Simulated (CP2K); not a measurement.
**HF/STO-3G run of BPH6 (SMILES [BH3-][PH3+])**

What is the energy change on altering one bond length of BPH6 at HF/STO-3G? 

Program for the calculation: CP2K 2026.2.

2 further runs of the same task are left out: 1 that didn't finish, 1 set aside as unsound or not needed.

## (1) The molecule

BPH6: 8 atoms, total charge 0, spin state singlet. As SMILES, `[BH3-][PH3+]`. The coordinates come from a PBE0-D4/def2-TZVP relaxation.

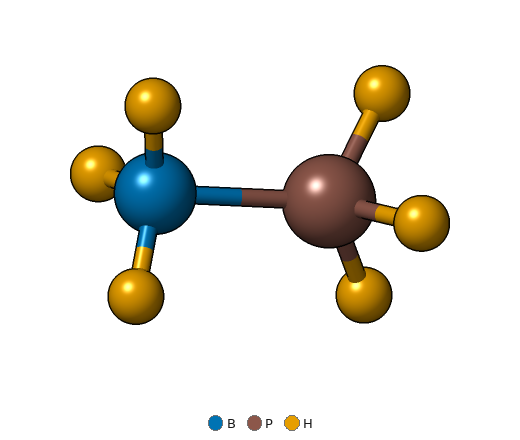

Viewed from a chosen angle; boron blue, phosphorus brown, hydrogen amber.

## (2) A single-point energy at HF/STO-3G

Input file molecule.xyz:

```xyz
8

B     -0.556100     0.227200    -0.914000
P      0.433900    -0.181600     0.667700
H     -1.693400     0.343100    -0.520100
H     -0.367800    -0.730200    -1.628000
H     -0.055500     1.254200    -1.309900
H      0.418800     0.755700     1.718800
H      1.823100    -0.380300     0.547100
H      0.089200    -1.345200     1.382600
```

Input file qs.inp:

```
&GLOBAL
  PROJECT qs
  RUN_TYPE ENERGY
  PRINT_LEVEL MEDIUM
&END GLOBAL

&FORCE_EVAL
  METHOD QUICKSTEP
  &DFT
    BASIS_SET_FILE_NAME ./sto_3g.basis
    POTENTIAL_FILE_NAME POTENTIAL
    &QS
      METHOD GAPW
      EPS_DEFAULT 1.0E-10
    &END QS
    &MGRID
      CUTOFF 280
      REL_CUTOFF 50
      NGRIDS 4
    &END MGRID
    &POISSON
      PERIODIC NONE
      POISSON_SOLVER WAVELET
    &END POISSON
    &SCF
      SCF_GUESS ATOMIC
      EPS_SCF 1.0E-07
      MAX_SCF 100
      ADDED_MOS 5
      &DIAGONALIZATION
        ALGORITHM STANDARD
      &END DIAGONALIZATION
      &MIXING
        METHOD DIRECT_P_MIXING
        ALPHA 0.4
      &END MIXING
    &END SCF
    ! exchange and correlation
    &XC
      &XC_FUNCTIONAL NONE
      &END XC_FUNCTIONAL
      &HF
        FRACTION 1
        &SCREENING
          EPS_SCHWARZ 1.0E-10
        &END SCREENING
        &MEMORY
          MAX_MEMORY 1050
        &END MEMORY
      &END HF
    &END XC
    &PRINT
      &MOMENTS
        PERIODIC F
        REFERENCE COM
        MAX_MOMENT 1
      &END MOMENTS
      &MO ON
        ENERGIES T
        OCCUPATION_NUMBERS T
        NDIGITS 6
        &EACH
          QS_SCF 0
        &END EACH
        ADD_LAST NUMERIC
      &END MO
      &LOWDIN ON
      &END LOWDIN
      &HIRSHFELD OFF
      &END HIRSHFELD
    &END PRINT
  &END DFT
  &SUBSYS
    &CELL
      ABC 13.5 13.5 13.5
      PERIODIC NONE
    &END CELL
    &TOPOLOGY
      COORD_FILE_NAME molecule.xyz
      COORD_FILE_FORMAT XYZ
      &CENTER_COORDINATES
      &END CENTER_COORDINATES
    &END TOPOLOGY
    &KIND B
      BASIS_SET STO-3G
      POTENTIAL ALL
      LEBEDEV_GRID 194
      RADIAL_GRID 100
    &END KIND
    &KIND P
      BASIS_SET STO-3G
      POTENTIAL ALL
      LEBEDEV_GRID 194
      RADIAL_GRID 100
    &END KIND
    &KIND H
      BASIS_SET STO-3G
      POTENTIAL ALL
      LEBEDEV_GRID 194
      RADIAL_GRID 100
    &END KIND
  &END SUBSYS
&END FORCE_EVAL
```

Run with:

```sh
$ OMP_NUM_THREADS=1 cp2k.psmp -i qs.inp > qs.out 2>&1
```

Log:

```text
CP2K| version string:                                       CP2K version 2026.2
[...]
 GLOBAL| Method name                                                        CP2K
[...]
 GLOBAL| Run type                                                         ENERGY
[...]
 DFT| Spin restricted Kohn-Sham (RKS) calculation                            RKS
 DFT| Multiplicity                                                             1
[...]
 DFT| Charge                                                                   0
[...]
 QS| Method:                                                                GAPW
[...]
 QS| Density cutoff [a.u.]:                                                140.0
[...]
 QS| Relative density cutoff [a.u.]:                                        25.0
[...]
                             - Atoms:                                          8
[...]
                             - Spherical basis functions:                     20
[...]
 Number of electrons:                                                         26
[...]
     1 P_Mix/Diag. 0.40E+00    1.7     1.40483645      -363.7028443183 -3.64E+02
[...]
    15 DIIS/Diag.  0.22E-07    1.0     0.00000005      -364.7480763652 -3.07E-12
  *** SCF run converged in    15 steps ***
[...]
  Overlap energy of the core charge distribution:               0.00001179406626
  Self energy of the core charge distribution:               -172.32292144370371
  Core Hamiltonian energy:                                   -191.51302625999367
  Hartree energy:                                              43.46056568130832
  Exchange-correlation energy:                                  0.00000000000000
  Hartree-Fock Exchange energy:                               -28.79990394682176
[...]
                     Mulliken Population Analysis
 #  Atom  Element  Kind  Atomic population                           Net charge
       1     B        1          5.094522                             -0.094522
       2     P        2         14.421782                              0.578218
       3     H        3          1.118920                             -0.118920
       4     H        3          1.118885                             -0.118885
       5     H        3          1.118923                             -0.118923
       6     H        3          1.042318                             -0.042318
       7     H        3          1.042324                             -0.042324
       8     H        3          1.042326                             -0.042326
 # Total charge                             26.000000                 -0.000000
[...]
  Dipole moment [Debye]
    X=  0.2826931E+01 Y= -0.1167522E+01 Z=  0.4516362E+01  Total=      5.4545552
 ENERGY| Total FORCE_EVAL ( QS ) energy [hartree]           -364.748076365209101
[...]
```

It took 18 s on 1 thread of Arm Neoverse V2, shared host; peak memory 0.86 GiB.

## (3) The distorted shape at the same level

Input file mol.inp:

```
&FORCE_EVAL
   METHOD QS
   &DFT
      BASIS_SET_FILE_NAME ./sto_3g.basis
      POTENTIAL_FILE_NAME POTENTIAL
      ! Quickstep
      &QS
         METHOD GAPW
         EPS_DEFAULT 1.0E-10
      &END
      &MGRID
         CUTOFF 280
         REL_CUTOFF 50
         NGRIDS 4
      &END
      ! isolated system
      &POISSON
         PERIODIC NONE
         POISSON_SOLVER WAVELET
      &END
      &SCF
         SCF_GUESS ATOMIC
         EPS_SCF 1.0E-06
         MAX_SCF 30
         &OT
            MINIMIZER DIIS
            PRECONDITIONER FULL_ALL
         &END
         &OUTER_SCF
            EPS_SCF 1.0E-06
            MAX_SCF 10
         &END
      &END
      &XC
         &XC_FUNCTIONAL NONE
         &END
         &HF
            FRACTION 1
            &SCREENING
               EPS_SCHWARZ 1.0E-10
            &END
            &MEMORY
               MAX_MEMORY 1050
            &END
         &END
      &END
      &PRINT
         &MOMENTS
            PERIODIC F
            REFERENCE COM
            MAX_MOMENT 1
         &END
         &MO_CUBES
            NLUMO 5
            NHOMO -1
            WRITE_CUBE F
         &END
         &LOWDIN ON
         &END
         &HIRSHFELD OFF
         &END
         &MO_MOLDEN ON
            NDIGITS 8
            NLUMO 5
         &END
      &END
   &END
   &SUBSYS
      ! box in angstrom
      &CELL
         ABC 13.5 13.5 13.5
         PERIODIC NONE
      &END
      &COORD
         B     -0.706277    -0.080894    -0.795232
         P      0.283723    -0.489694     0.786468
         H     -1.843577     0.035006    -0.401332
         H     -0.517977    -1.038294    -1.509232
         H     -0.055500     1.254200    -1.309900
         H      0.268623     0.447606     1.837568
         H      1.672923    -0.688394     0.665868
         H     -0.060977    -1.653294     1.501368
      &END
      &TOPOLOGY
         &CENTER_COORDINATES
         &END
      &END
      &KIND B
         BASIS_SET STO-3G
         POTENTIAL ALL
         LEBEDEV_GRID 194
         RADIAL_GRID 100
      &END
      &KIND P
         BASIS_SET STO-3G
         POTENTIAL ALL
         LEBEDEV_GRID 194
         RADIAL_GRID 100
      &END
      &KIND H
         BASIS_SET STO-3G
         POTENTIAL ALL
         LEBEDEV_GRID 194
         RADIAL_GRID 100
      &END
   &END
&END
&GLOBAL
   PROJECT_NAME mol
   RUN_TYPE ENERGY
   PRINT_LEVEL MEDIUM
&END
```

Run with:

```sh
$ OMP_NUM_THREADS=1 cp2k.psmp -i mol.inp > mol.out 2>&1
```

Log, shortened:

```text
CP2K| version string:                                       CP2K version 2026.2
[...]
 GLOBAL| Method name                                                        CP2K
[...]
 GLOBAL| Run type                                                         ENERGY
[...]
 DFT| Spin restricted Kohn-Sham (RKS) calculation                            RKS
 DFT| Multiplicity                                                             1
[...]
 DFT| Charge                                                                   0
[...]
 QS| Method:                                                                GAPW
[...]
 QS| Density cutoff [a.u.]:                                                140.0
[...]
 QS| Relative density cutoff [a.u.]:                                        25.0
[...]
                             - Atoms:                                          8
[...]
                             - Spherical basis functions:                     20
[...]
 Number of electrons:                                                         26
[...]
     1 OT DIIS     0.15E+00    1.7     0.91906095      -338.8276783744 -3.39E+02
[...]
     8 OT DIIS     0.15E+00    1.0     0.00000050      -364.6844994397 -3.04E-10
  *** SCF run converged in     8 steps ***
[...]
  Overlap energy of the core charge distribution:               0.00000800222650
  Self energy of the core charge distribution:               -172.32292144370371
  Core Hamiltonian energy:                                   -191.58838420429379
  Hartree energy:                                              43.54477335154640
  Exchange-correlation energy:                                  0.00000000000000
  Hartree-Fock Exchange energy:                               -28.73161659482154
[...]
                     Mulliken Population Analysis
 #  Atom  Element  Kind  Atomic population                           Net charge
       1     B        1          5.056618                             -0.056618
       2     P        2         14.423118                              0.576882
       3     H        3          1.114651                             -0.114651
       4     H        3          1.114615                             -0.114615
[...]
  Dipole moment [Debye]
    X=  0.2646331E+01 Y= -0.1627089E+01 Z=  0.4745490E+01  Total=      5.6718746
[...]
 HOMO - LUMO gap [eV] :   18.737674
 ENERGY| Total FORCE_EVAL ( QS ) energy [hartree]           -364.684499439685680
[...]
```

Wall time 42 s (1 thread of Arm Neoverse V2, shared host); peak memory 0.86 GiB.

## (4) Summary of results

At HF/STO-3G:

| quantity | value |
| --- | --- |
| first shape: total energy | -364.74808 Eh |
| first shape: dipole moment | 5.45 D |
| first shape: HOMO energy | -9.94 eV |
| first shape: LUMO energy | 11.16 eV |
| first shape: HOMO–LUMO gap | 21.10 eV |
| distorted shape: total energy | -364.68450 Eh |
| distorted shape: dipole moment | 5.67 D |
| distorted shape: HOMO energy | -8.04 eV |
| distorted shape: LUMO energy | 10.70 eV |
| distorted shape: HOMO–LUMO gap | 18.74 eV |
| energy change with the B1–H5 bond stretched from 1.209 to 1.572 Å | 1.730 eV |

In words: With the B1–H5 bond stretched from 1.209 to 1.572 Å the energy rises by 1.73 eV (167 kJ/mol). The first shape isn't relaxed at this level, so the change isn't measured from a minimum. The minimal basis adds a large error of its own.
